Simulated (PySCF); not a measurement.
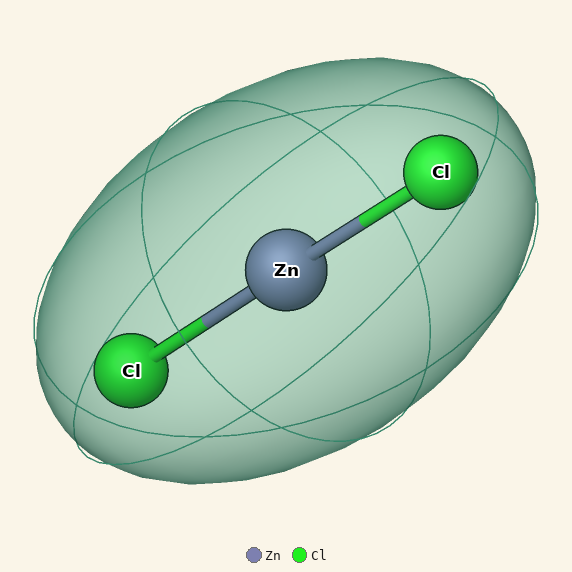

The ellipsoid shows the static dipole polarisability: its half-axes are proportional to the principal values. The computed structure is the end point of a PBE0-D3(BJ)/def2-SVP optimisation. No frequency run is at hand to confirm it as a minimum. Method: B3LYP/def2-SVPD (PySCF 2.14.0).

### How large and how anisotropic is the polarisability?

Principal values 40.2, 40.2, 71.4 bohr³; mean 50.6 bohr³ (7.49 Å³); anisotropy 31.2 bohr³, so the longest axis is 1.78 times the shortest.
